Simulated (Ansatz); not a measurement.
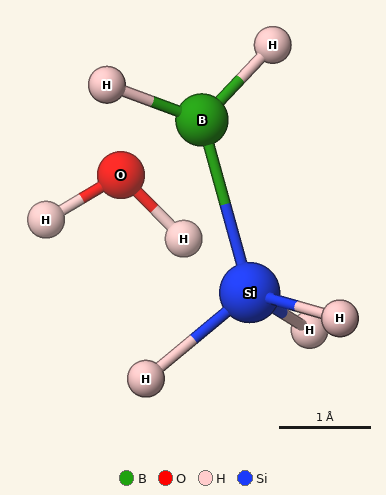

Fig. 1: The input geometry (ball-and-stick view, seen at an oblique angle).

**Geometry relaxation, with input and output: BSiH$_{7}$O**

- system: BSiH$_{7}$O
- method: RKS B3LYP/def2-SVP (Ansatz 0.2.0)

It belongs to a series of runs on one base structure; here: end point B relaxed.

### What the program printed
```
The last accepted step is kept in [file] (removed where the run ends without a failure and the disk answers)
Engine: ansatz 0.2.0, aarch64-unknown-linux-gnu
Functional definition: B3LYP
  parameter a0 = 0.2
  parameter ax = 0.72
  parameter ac = 0.81
  exchange = (1 - a0 - ax)*slater_x + ax*b88_x + a0*exact_x
  correlation = (1 - ac)*vwn_rpa_c + ac*lyp_c
863 factors; integrals over basis functions are off by at most 5.0e-4 eV
mean field evaluation 1: about -10705.9050 eV, gradient 4.6e1 eV
mean field evaluation 2: about -10699.1281 eV, gradient 7.6e1 eV
mean field evaluation 4: about -10709.9462 eV, gradient 2.0e0 eV
mean field evaluation 8: about -10709.9685 eV, gradient 5.7e-2 eV
mean field -10709.96853431 eV, -393.5840841584 hartree, gradient 7.8e-5 eV, S^2 0.000000; 0 other end points of the search recorded, 0 dependent functions left out
the calculation of the forces begins
reference -10709.96878469 eV, -393.5840933598 hartree; 17, 17 occupied and 64, 64 virtual orbitals, 863 factors
relax step   1: F+E_penalty+E_count = -10709.96853431 eV  Δ(F+E_penalty+E_count) = +0.000e0 eV  max|allowed force component| = 7.502e-1 eV/Å  Δτ_max = 0.0000 Å  (23 SCF iters, accepted)
these checks for a lower state are left out or cut short: starts, cluster_reference, orbital_swaps, neighbouring_geometries, increment
863 factors; integrals over basis functions are off by at most 6.0e-4 eV
mean field evaluation 16: about -10709.5435 eV, gradient 1.2e1 eV
mean field -10710.02774231 eV, -393.5862600124 hartree, gradient 1.7e-5 eV, S^2 0.000000; 0 other end points of the search recorded, 0 dependent functions left out
[... from here on the field's lines of each further geometry are left out, up to the last ...]
relax step   2: F+E_penalty+E_count = -10710.02774231 eV  Δ(F+E_penalty+E_count) = -5.921e-2 eV  max|allowed force component| = 1.500e0 eV/Å  Δτ_max = 0.1950 Å  (26 SCF iters, accepted)
relax step   3: F+E_penalty+E_count = -10710.24801722 eV  Δ(F+E_penalty+E_count) = -2.203e-1 eV  max|allowed force component| = 1.095e0 eV/Å  Δτ_max = 0.1927 Å  (26 SCF iters, accepted)
relax step   4: F+E_penalty+E_count = -10710.42689615 eV  Δ(F+E_penalty+E_count) = -1.789e-1 eV  max|allowed force component| = 2.629e-1 eV/Å  Δτ_max = 0.1944 Å  (25 SCF iters, accepted)
relax step   5: F+E_penalty+E_count = -10710.45378500 eV  Δ(F+E_penalty+E_count) = -2.689e-2 eV  max|allowed force component| = 1.434e-1 eV/Å  Δτ_max = 0.1212 Å  (26 SCF iters, accepted)
relax step   6: F+E_penalty+E_count = -10710.46417729 eV  Δ(F+E_penalty+E_count) = -1.039e-2 eV  max|allowed force component| = 1.199e-1 eV/Å  Δτ_max = 0.0895 Å  (26 SCF iters, accepted)
relax step   7: F+E_penalty+E_count = -10710.47146607 eV  Δ(F+E_penalty+E_count) = -7.289e-3 eV  max|allowed force component| = 7.161e-2 eV/Å  Δτ_max = 0.0773 Å  (26 SCF iters, accepted)
relax step   8: F+E_penalty+E_count = -10710.47307637 eV  Δ(F+E_penalty+E_count) = -1.610e-3 eV  max|allowed force component| = 1.211e-1 eV/Å  Δτ_max = 0.1069 Å  (26 SCF iters, accepted)
relax step   9: F+E_penalty+E_count = -10710.47523527 eV  Δ(F+E_penalty+E_count) = -2.159e-3 eV  max|allowed force component| = 3.068e-2 eV/Å  Δτ_max = 0.0443 Å  (26 SCF iters, accepted)
relax step  10: F+E_penalty+E_count = -10710.47559902 eV  Δ(F+E_penalty+E_count) = -3.637e-4 eV  max|allowed force component| = 3.981e-2 eV/Å  Δτ_max = 0.0267 Å  (27 SCF iters, accepted)
relax step  11: F+E_penalty+E_count = -10710.47592044 eV  Δ(F+E_penalty+E_count) = -3.214e-4 eV  max|allowed force component| = 3.215e-3 eV/Å  Δτ_max = 0.0166 Å  (27 SCF iters, accepted)
the calculation of the forces begins
reference -10710.47628384 eV, -393.6027436097 hartree; 17, 17 occupied and 64, 64 virtual orbitals, 863 factors
relax step  12: F+E_penalty+E_count = -10710.47603158 eV  Δ(F+E_penalty+E_count) = -1.111e-4 eV  max|allowed force component| = 2.729e-2 eV/Å  Δτ_max = 0.0300 Å  (27 SCF iters, accepted)
863 factors; integrals over basis functions are off by at most 5.4e-4 eV
mean field evaluation 96: about -10705.4563 eV, gradient 5.1e1 eV
```

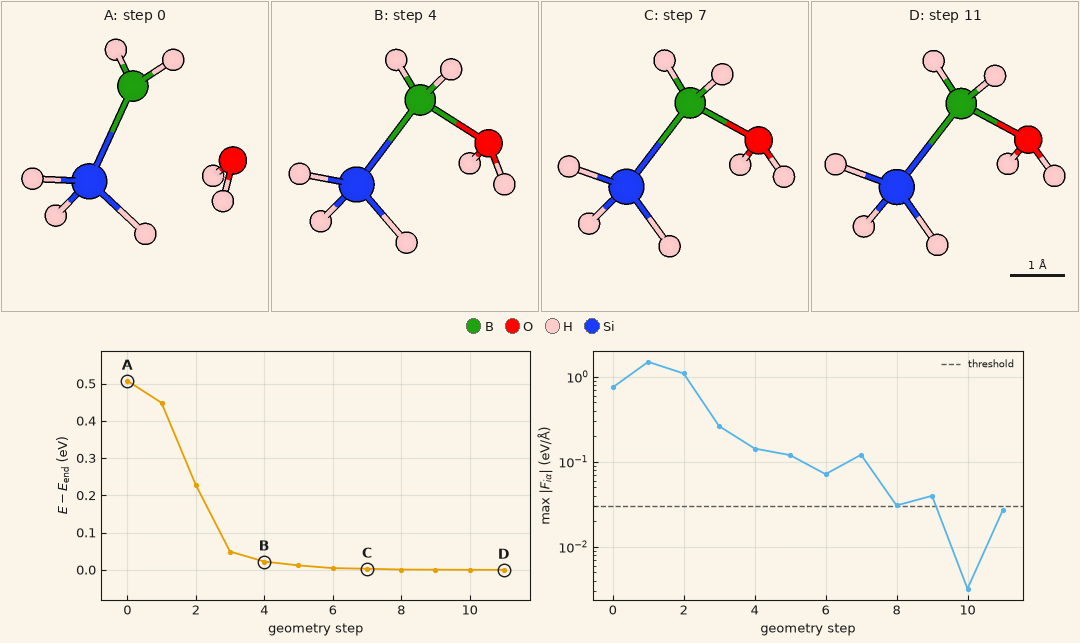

Fig. 2: Frames of the relaxation (ball-and-stick view, seen at a tilt) above the curves, on which the letters mark them (the first geometry is step 0 here and step 1 in the log).

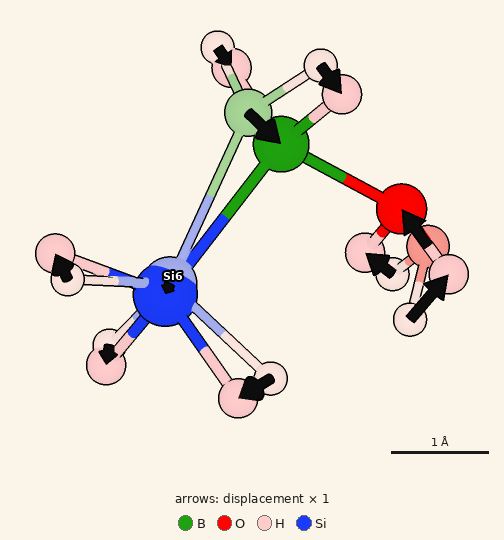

Fig. 3: Start (faint) and end (solid) with the displacements as black arrows, at true length (ball-and-stick view, seen at a tilt). The two geometries are laid on each other by the best rigid fit. Over 11 geometry steps the energy falls by 0.507 eV. The largest force component goes from 0.75 to 0.027 eV/Å. H10 moves most after the best rigid fit: 0.62 Å. By element the largest moves are H 0.62 Å, B 0.51 Å, O 0.48 Å, Si 0.12 Å. Among the contacts that change: B1–O2 2.595 → 1.703 Å, B1–Si6 1.973 → 2.035 Å, O2–H10 0.986 → 0.972 Å, Si6–H9 1.496 → 1.508 Å. New bonds form: B1–O2 (2.59 → 1.70 Å). Among the angles that change: H5–B1–Si6 121.9° → 114.9°, H4–B1–Si6 119.9° → 114.8°, H4–B1–H5 117.9° → 114.5°. (Atoms are counted from 1 in the order of the input.)

```
mean field -10710.47603158 eV, -393.6027343390 hartree, gradient 6.8e-6 eV, S^2 0.000000; 1 other end points of the search recorded, 0 dependent functions left out
the calculation of the forces begins
reference -10710.47628384 eV, -393.6027436097 hartree; 17, 17 occupied and 64, 64 virtual orbitals, 863 factors
Total energy: -10710.47628384 eV, -393.6027436097 hartree
Atom 0 at     0.077206     0.353851     0.147624 Å, force    -0.010433    -0.004303    -0.002507 eV/Å
Atom 1 at    -0.341799    -0.385855     1.623684 Å, force     0.010108     0.018527     0.027289 eV/Å
Atom 2 at    -1.209671    -0.069840     1.924513 Å, force     0.018025    -0.004511    -0.006337 eV/Å
Atom 3 at     1.162455    -0.138844    -0.081831 Å, force    -0.000960    -0.000197     0.001686 eV/Å
Atom 4 at    -0.813231    -0.026786    -0.584326 Å, force     0.005029     0.000505    -0.001584 eV/Å
Atom 5 at     0.106243     2.359438     0.491808 Å, force     0.007407     0.007563    -0.002622 eV/Å
Atom 6 at     1.063689     2.747418     1.590909 Å, force    -0.004705    -0.001203    -0.004698 eV/Å
Atom 7 at     0.492806     3.160147    -0.713511 Å, force    -0.005109    -0.005985     0.011005 eV/Å
Atom 8 at    -1.222204     2.897504     0.959407 Å, force     0.004132    -0.002125    -0.000759 eV/Å
Atom 9 at     0.296807    -0.142334     2.314423 Å, force    -0.023494    -0.008271    -0.021475 eV/Å
Dipole moment:    -0.234533    -0.396724     0.812186 e Å
```

### Trajectory as extended XYZ (Å, eV, eV/Å), 11 of the 12 frames kept, from step=1 to step=12
```
10
Properties=species:S:1:pos:R:3:forces:R:3 step=1 energy=-10709.96853
B     0.1144    0.4358   -0.3465   -0.0678  -0.7502   0.1655
O    -0.2701   -0.3298    2.1027    0.4247   0.7155  -0.1776
H    -1.1983   -0.1432    2.3078    0.0054   0.0339  -0.0023
H     1.1552   -0.1603   -0.4680   -0.0008   0.0065  -0.0269
H    -0.8794   -0.0607   -0.8172    0.0191   0.0066  -0.0166
Si    0.1041    2.2467    0.4360    0.0128   0.6743   0.1583
H     0.9427    2.2893    1.6857    0.0131   0.0160  -0.0095
H     0.6817    3.2746   -0.4897   -0.0054  -0.0026   0.0003
H    -1.2513    2.7332    0.8426   -0.0273  -0.0024   0.0168
H     0.2135    0.4691    2.4195   -0.3737  -0.6977  -0.1080
10
Properties=species:S:1:pos:R:3:forces:R:3 step=2 energy=-10710.02774
B     0.1011    0.3960   -0.2769   -0.0790  -0.1438   0.2604
O    -0.2767   -0.2565    1.9222    0.4191   1.4998   1.4055
H    -1.1833   -0.1344    2.2849    0.4591  -0.2045  -0.5149
H     1.1504   -0.1759   -0.4446   -0.0079  -0.0401   0.1124
H    -0.8813   -0.0810   -0.7912   -0.0305  -0.0353   0.0966
Si    0.0990    2.2650    0.4401    0.0775   0.1792  -0.0681
H     0.9449    2.3163    1.6843    0.0152   0.0801   0.0186
H     0.6766    3.2784   -0.5009   -0.0316   0.0281   0.0076
H    -1.2587    2.7459    0.8475   -0.0213   0.0341   0.0239
H     0.2404    0.4009    2.5074   -0.8006  -1.3974  -1.3419
10
Properties=species:S:1:pos:R:3:forces:R:3 step=3 energy=-10710.24802
B     0.0741    0.3711   -0.1303   -0.1358  -0.2408   0.7244
O    -0.2546   -0.2562    1.7563    0.4482   0.9281   1.0748
H    -1.1606   -0.1055    2.0957    0.2461  -0.1263  -0.4133
H     1.1201   -0.2112   -0.2859    0.0342   0.0545  -0.0710
H    -0.9085   -0.1176   -0.6344   -0.0175   0.0425  -0.0632
Si    0.0964    2.2994    0.4530    0.1128   0.1095  -0.3153
H     0.9485    2.3929    1.6913    0.0033   0.0643   0.0726
H     0.6625    3.2906   -0.5189   -0.0407   0.0025   0.0279
H    -1.2603    2.7884    0.8570   -0.0352   0.0578   0.0577
H     0.2946    0.3026    2.3887   -0.6155  -0.8921  -1.0946
10
Properties=species:S:1:pos:R:3:forces:R:3 step=4 energy=-10710.42690
B     0.0403    0.3280    0.0562    0.0414  -0.1447   0.1823
O    -0.2266   -0.2778    1.6524   -0.1524   0.1435   0.2629
H    -1.1428   -0.1117    1.9345    0.0141  -0.0599  -0.1306
H     1.0963   -0.2159   -0.1847    0.0248   0.1145  -0.1748
H    -0.9254   -0.1257   -0.5186    0.0090   0.0573  -0.1040
Si    0.1010    2.3263    0.4478    0.0086  -0.1317  -0.1133
H     0.9469    2.4553    1.6918    0.0317   0.1045   0.0931
H     0.6566    3.3007   -0.5455   -0.0300  -0.0933  -0.0021
H    -1.2486    2.8294    0.8678   -0.0442   0.1181   0.0310
H     0.3147    0.2461    2.2711    0.0970  -0.1084  -0.0446
10
Properties=species:S:1:pos:R:3:forces:R:3 step=5 energy=-10710.45378
B     0.0443    0.3151    0.0915   -0.0227   0.0931  -0.1021
O    -0.2493   -0.3116    1.6655   -0.0496   0.0302  -0.0526
H    -1.1520   -0.0742    1.9415    0.0995  -0.0416  -0.0522
H     1.1111   -0.1789   -0.2195   -0.0664   0.0138   0.1098
H    -0.9079   -0.1047   -0.5356    0.0196  -0.0120   0.0575
Si    0.0909    2.3225    0.4527    0.0227  -0.0232   0.1434
H     0.9274    2.5232    1.7018    0.0178   0.0488  -0.0292
H     0.6483    3.2514   -0.5799   -0.0016  -0.0804  -0.0314
H    -1.2468    2.8802    0.8598   -0.0230   0.0092  -0.0337
H     0.3464    0.1316    2.2948    0.0037  -0.0379  -0.0096
10
Properties=species:S:1:pos:R:3:forces:R:3 step=7 energy=-10710.47147
B     0.0435    0.3426    0.1260   -0.0372  -0.0158  -0.0314
O    -0.2749   -0.3636    1.6408   -0.0069   0.0044   0.0150
H    -1.1591   -0.0953    1.9396   -0.0001  -0.0222   0.0090
H     1.1182   -0.1375   -0.1653    0.0154  -0.0102   0.0046
H    -0.8877   -0.0569   -0.5423    0.0103  -0.0095  -0.0032
Si    0.0876    2.3401    0.4865    0.0242   0.0696  -0.0716
H     0.9607    2.6409    1.6795    0.0252   0.0176   0.0396
H     0.6197    3.1659   -0.6432   -0.0093  -0.0064   0.0017
H    -1.2475    2.9244    0.8592   -0.0211   0.0071   0.0133
H     0.3518   -0.0058    2.2918   -0.0004  -0.0345   0.0230
10
Properties=species:S:1:pos:R:3:forces:R:3 step=8 energy=-10710.47308
B     0.0442    0.3523    0.1313    0.1211  -0.0327  -0.0144
O    -0.3023   -0.3692    1.6336   -0.0805  -0.0843  -0.0088
H    -1.1674   -0.0773    1.9633   -0.0131  -0.0016  -0.0212
H     1.1297   -0.1278   -0.1390   -0.0573   0.0196   0.0401
H    -0.8620   -0.0568   -0.5661   -0.0077   0.0394   0.0372
Si    0.0921    2.3545    0.4860   -0.0280   0.0483  -0.0256
H     0.9844    2.6951    1.6566   -0.0060  -0.0230  -0.0127
H     0.5910    3.1642   -0.6700   -0.0055  -0.0036  -0.0053
H    -1.2455    2.9314    0.8710    0.0103   0.0015   0.0074
H     0.3480   -0.1117    2.3059    0.0667   0.0363   0.0033
10
Properties=species:S:1:pos:R:3:forces:R:3 step=9 energy=-10710.47523
B     0.0589    0.3535    0.1410   -0.0307  -0.0268  -0.0222
O    -0.3185   -0.3822    1.6296    0.0221   0.0035  -0.0033
H    -1.1870   -0.0856    1.9464   -0.0015   0.0064  -0.0059
H     1.1444   -0.1287   -0.1098   -0.0036  -0.0027   0.0040
H    -0.8436   -0.0425   -0.5672    0.0064   0.0073  -0.0137
Si    0.0945    2.3573    0.4855    0.0189   0.0208   0.0282
H     1.0168    2.7063    1.6286   -0.0027   0.0089  -0.0039
H     0.5532    3.1634   -0.6895   -0.0041  -0.0074  -0.0058
H    -1.2352    2.9263    0.9068   -0.0035  -0.0071  -0.0007
H     0.3287   -0.1133    2.3015   -0.0013  -0.0030   0.0234
10
Properties=species:S:1:pos:R:3:forces:R:3 step=10 energy=-10710.47560
B     0.0624    0.3531    0.1409    0.0398   0.0093   0.0204
O    -0.3207   -0.3822    1.6294   -0.0200  -0.0041   0.0069
H    -1.1944   -0.0875    1.9335    0.0017  -0.0017   0.0048
H     1.1473   -0.1327   -0.1038    0.0041  -0.0027  -0.0103
H    -0.8364   -0.0362   -0.5757   -0.0047   0.0000   0.0130
Si    0.1011    2.3580    0.4901   -0.0147  -0.0007  -0.0140
H     1.0343    2.7233    1.6178    0.0011  -0.0033  -0.0013
H     0.5334    3.1601   -0.6976    0.0009   0.0015  -0.0007
H    -1.2300    2.9148    0.9241    0.0008   0.0018   0.0060
H     0.3153   -0.1159    2.3139   -0.0090  -0.0001  -0.0248
10
Properties=species:S:1:pos:R:3:forces:R:3 step=11 energy=-10710.47592
B     0.0693    0.3530    0.1443    0.0011   0.0014  -0.0032
O    -0.3298   -0.3836    1.6269   -0.0013  -0.0007   0.0005
H    -1.2000   -0.0783    1.9306   -0.0027   0.0008  -0.0006
H     1.1538   -0.1361   -0.0962    0.0005  -0.0014   0.0017
H    -0.8271   -0.0322   -0.5775    0.0008  -0.0001   0.0005
Si    0.1027    2.3582    0.4902   -0.0004   0.0017   0.0004
H     1.0446    2.7316    1.6078    0.0011   0.0011  -0.0011
H     0.5179    3.1607   -0.7034   -0.0013  -0.0006   0.0000
H    -1.2275    2.9073    0.9378    0.0004  -0.0012   0.0015
H     0.3084   -0.1260    2.3120    0.0018  -0.0008   0.0004
10
Properties=species:S:1:pos:R:3:forces:R:3 step=12 energy=-10710.47603
B     0.0772    0.3539    0.1476   -0.0104  -0.0043  -0.0025
O    -0.3418   -0.3859    1.6237    0.0101   0.0185   0.0273
H    -1.2097   -0.0698    1.9245    0.0180  -0.0045  -0.0063
H     1.1625   -0.1388   -0.0818   -0.0010  -0.0002   0.0017
H    -0.8132   -0.0268   -0.5843    0.0050   0.0005  -0.0016
Si    0.1062    2.3594    0.4918    0.0074   0.0076  -0.0026
H     1.0637    2.7474    1.5909   -0.0047  -0.0012  -0.0047
H     0.4928    3.1601   -0.7135   -0.0051  -0.0060   0.0110
H    -1.2222    2.8975    0.9594    0.0041  -0.0021  -0.0008
H     0.2968   -0.1423    2.3144   -0.0235  -0.0083  -0.0215
```

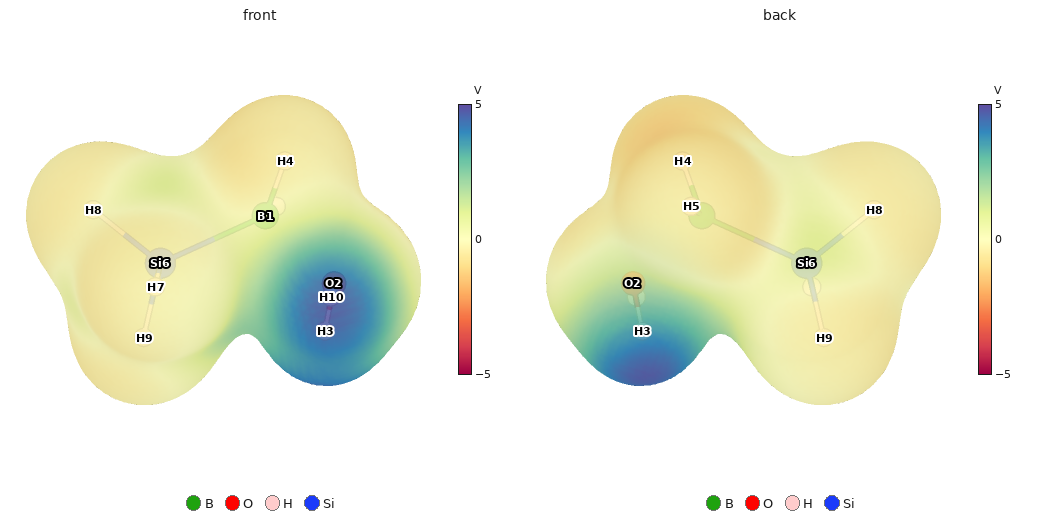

Fig. 4: The electrostatic potential painted on the density surface at 0.004 e/bohr³, seen at a tilt and from behind; the colour scale runs from red (negative) to blue (positive). A positive charge is drawn to the negative regions and a negative charge to the positive ones.

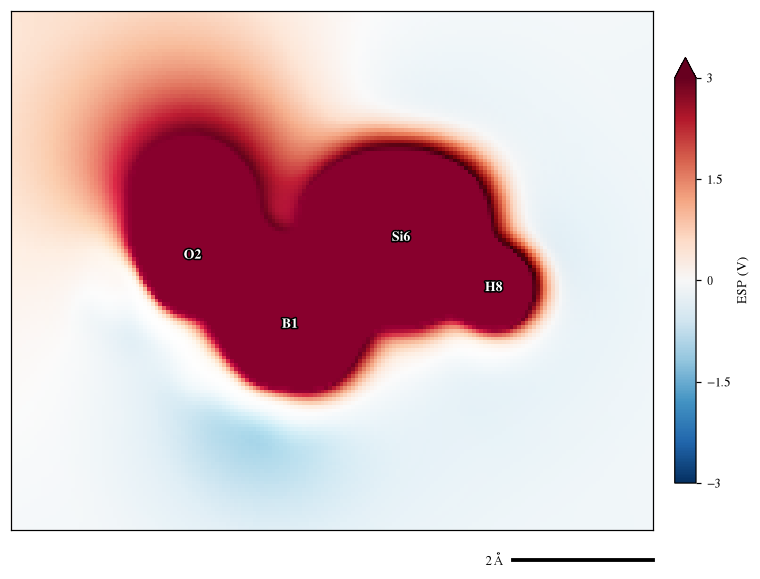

Fig. 5: Electrostatic potential on the plane of atoms B1, Si6 and H8. Atoms in the plane: B, O, Si and H.

This output came from the following input.

### Input
```yaml
crystal:
  periodic: [false, false, false]
  atoms:
    - { symbol: B, position_ang: [0.114374, 0.435757, -0.346541] }
    - { symbol: O, position_ang: [-0.270124, -0.329771, 2.102734] }
    - { symbol: H, position_ang: [-1.198279, -0.143201, 2.307789] }
    - { symbol: H, position_ang: [1.155223, -0.160316, -0.46803] }
    - { symbol: H, position_ang: [-0.879438, -0.060692, -0.817195] }
    - { symbol: Si, position_ang: [0.104067, 2.246727, 0.435963] }
    - { symbol: H, position_ang: [0.94269, 2.289257, 1.685652] }
    - { symbol: H, position_ang: [0.681658, 3.274583, -0.489729] }
    - { symbol: H, position_ang: [-1.251346, 2.73325, 0.842575] }
    - { symbol: H, position_ang: [0.213476, 0.469106, 2.419482] }
basis:
  gaussian: { orbitals: def2-SVP }
hamiltonian:
  xc: b3lyp
relax:
  f_tol: 0.03
  max_steps: 50
output:
  orbitals: {}
```

Launched with:
```bash
ansatz run input.yaml --threads 2 --pin off --max-ram 3072MiB --backend cpu --events-out ev --progress --plain --runs-dir out
```

### Key numbers

- outcome: converged
- total energy: −10710.4763 eV
- mean-field energy: −10710.4763 eV
- largest force (length of the vector) at the end: 0.034 eV/Å
- hardware: 2 threads of Arm Neoverse V2, 24 GiB of memory available, shared host
- wall time: 17 s (CPU time 31 s)
- peak memory: 0.15 GiB
